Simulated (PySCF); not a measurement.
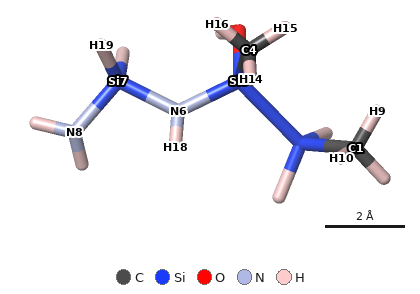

Figure 1. The structure as given in the input (stick view, seen at a tilt; atoms are numbered from 1 in the order of the input).

NMR shielding calculation of C2H14N2OSi3

The run: NMR shielding calculation of C2H14N2OSi3. Method and program: GIAO PBE0/pcSseg-1 NMR shielding, non-relativistic, gas phase (PySCF 2.14.0).

The geometry comes from this level: GFN2-xTB. It belongs to a series of runs on one base structure; here: NH inserted into a Si-Si bond. Figures and captions count atoms from 1; the log counts them from 0 in places.

### Input file
```
{"job": {"kind": "nmr", "xc": "PBE0", "basis": "pcSseg-1"}, "charge": 0, "multiplicity": 1}
C     -3.506608     0.186209    -0.739030
Si    -1.981984    -0.952198    -0.738531
Si    -0.274601    -0.082981     0.552979
C     -0.567957     1.664615     1.251993
O      0.002754    -0.969088     1.898040
N      1.173871    -0.162214    -0.416038
Si     2.810024    -0.229215     0.132372
N      3.735299    -0.206396    -1.324353
H     -3.911911     0.300757     0.262337
H     -3.263568     1.179064    -1.107420
H     -4.296753    -0.210526    -1.368873
H     -2.451274    -2.281025    -0.297472
H     -1.614818    -1.156855    -2.154212
H     -0.796323     2.375991     0.463745
H     -1.396633     1.671370     1.952773
H      0.311568     2.023499     1.778887
H      0.524570    -1.763393     1.839608
H      1.076677     0.198383    -1.350996
H      3.274784     0.930614     0.895992
H      2.922132    -1.452968     0.946442
H      4.736665    -0.187336    -1.229086
H      3.483675    -0.856920    -2.051575
```

The first line tells a small driver script what to run in PySCF; the rest is the geometry in Å.

Machine: 1 CPU thread, shared host.

Launched with:
```bash
OMP_NUM_THREADS=1 python <driver script> task.json out
```

### Output
```
coarse grid: 18936 points
cycle   1  E = -1137.0099722415  dE =  5.704e-01  |g| = 9.667e-01  |ddm| = 4.145e+00
cycle   2  E = -1136.8345266790  dE =  1.754e-01  |g| = 1.346e+00  |ddm| = 1.991e+00
cycle   3  E = -1137.1945794981  dE = -3.601e-01  |g| = 1.141e-01  |ddm| = 1.365e+00
cycle   4  E = -1137.1966945444  dE = -2.115e-03  |g| = 4.963e-02  |ddm| = 1.248e-01
cycle   5  E = -1137.1972084711  dE = -5.139e-04  |g| = 9.444e-03  |ddm| = 4.580e-02
cycle   6  E = -1137.1972250077  dE = -1.654e-05  |g| = 4.148e-03  |ddm| = 1.176e-02
cycle   7  E = -1137.1972288091  dE = -3.801e-06  |g| = 6.583e-04  |ddm| = 4.018e-03
final grid: 166600 points
cycle   8  E = -1137.2461101179  dE = -2.746e-05  |g| = 1.104e-02  |ddm| = 2.315e-02
cycle   9  E = -1137.2460871441  dE =  2.297e-05  |g| = 1.527e-02  |ddm| = 2.034e-02
cycle  10  E = -1137.2461362956  dE = -4.915e-05  |g| = 1.132e-03  |ddm| = 1.213e-02
cycle  11  E = -1137.2461365394  dE = -2.438e-07  |g| = 2.741e-04  |ddm| = 1.143e-03
cycle  12  E = -1137.2461365543  dE = -1.491e-08  |g| = 7.076e-05  |ddm| = 2.910e-04
cycle  13  E = -1137.2461365552  dE = -8.909e-10  |g| = 3.081e-05  |ddm| = 9.059e-05
```

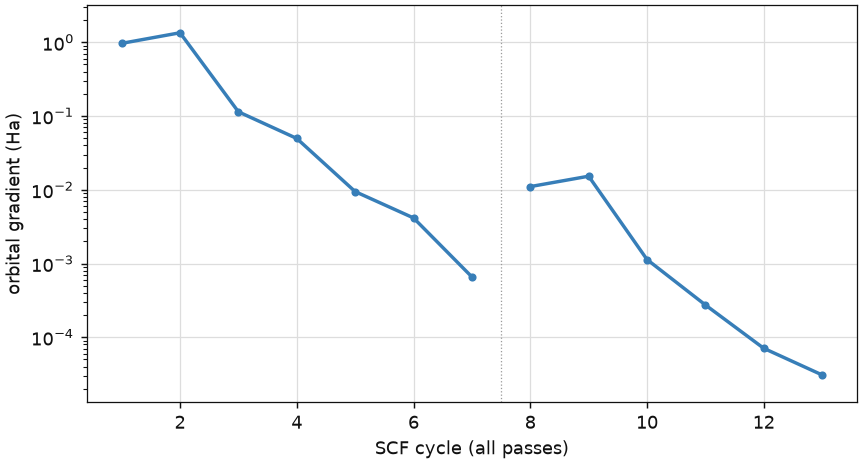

Figure 2. Convergence of the self-consistent field: orbital gradient against the SCF cycle. The dotted line marks the change from a coarse to the final integration grid. The first 7 cycles use a coarse grid, the final grid takes over at cycle 8, and the field converges after 13 cycles in all.

```
converged SCF energy = -1137.2461365552

GIAO shielding tensors (ppm)
atom      isotropic    diamagn.    paramagn.     s11        s22        s33       span
  0 C      196.772     252.228     -55.455    190.409    199.560    200.348      9.940
  1 Si     431.910     882.868    -450.958    404.310    420.926    470.494     66.184
  2 Si     343.312     881.596    -538.283    308.029    345.364    376.544     68.515
  3 C      180.740     257.895     -77.155    170.031    179.375    192.814     22.783
  4 O      290.039     390.647    -100.608    266.039    281.255    322.824     56.784
  5 N      224.136     330.224    -106.087    176.378    234.810    261.221     84.844
  6 Si     387.449     880.810    -493.361    362.083    367.587    432.676     70.593
  7 N      255.640     315.246     -59.606    215.024    261.202    290.694     75.670
  8 H       31.719      30.489       1.229     27.028     29.581     38.546     11.518
  9 H       31.811      32.062      -0.251     27.080     30.172     38.182     11.102
 10 H       31.453      27.553       3.901     26.258     28.104     39.999     13.741
 11 H       27.865      30.951      -3.086     24.468     26.388     32.740      8.272
 12 H       28.085      32.009      -3.924     24.402     27.241     32.614      8.212
 13 H       31.838      33.694      -1.856     28.516     29.505     37.492      8.976
 14 H       31.391      31.862      -0.471     27.757     28.730     37.688      9.930
 15 H       31.065      32.563      -1.497     26.818     29.233     37.145     10.327
 16 H       30.354      34.092      -3.738     22.094     25.834     43.134     21.040
 17 H       32.137      37.724      -5.587     23.983     31.330     41.097     17.114
 18 H       26.552      30.098      -3.546     22.621     25.528     31.507      8.886
 19 H       26.379      31.113      -4.734     22.011     26.266     30.860      8.849
 20 H       31.683      27.075       4.608     24.211     26.599     44.239     20.028
 21 H       31.598      31.564       0.034     23.983     29.228     41.582     17.599
```

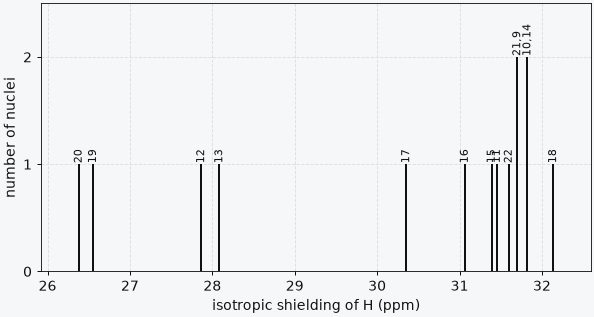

Figure 3. Isotropic shieldings of the hydrogen nuclei in this fixed geometry, labelled by atom number; shielding grows to the right, so chemical shift grows to the left. The least shielded is H20 (26.4 ppm), the most shielded H18 (32.1 ppm).

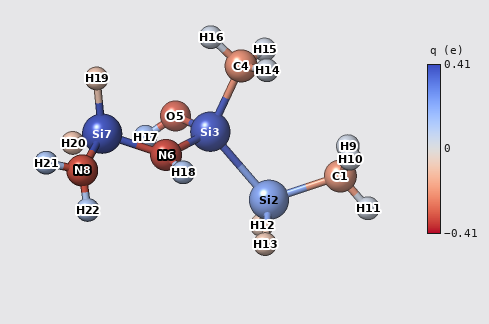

Figure 4. Hirshfeld charges, as the colour of each atom (ball-and-stick view, seen at a tilt; atoms are numbered from 1 in the order of the input). By element: C −0.22 to −0.21, Si +0.23 to +0.39, O −0.31, N −0.34 to −0.32 and H −0.10 to +0.17 e.

### Results in brief

| quantity | value |
| --- | --- |
| outcome | converged |
| total energy | −1137.246137 hartree |
| HOMO | −7.01 eV |
| LUMO | 0.17 eV |
| dipole moment | 1.88 D |
| isotropic shielding, C | 180.7 to 196.8 ppm |
| isotropic shielding, Si | 343.3 to 431.9 ppm |
| isotropic shielding, O | 290.0 ppm |
| isotropic shielding, N | 224.1 to 255.6 ppm |
| isotropic shielding, H | 26.4 to 32.1 ppm |
| wall time | 48 s |
| peak memory | 1.1 GiB |
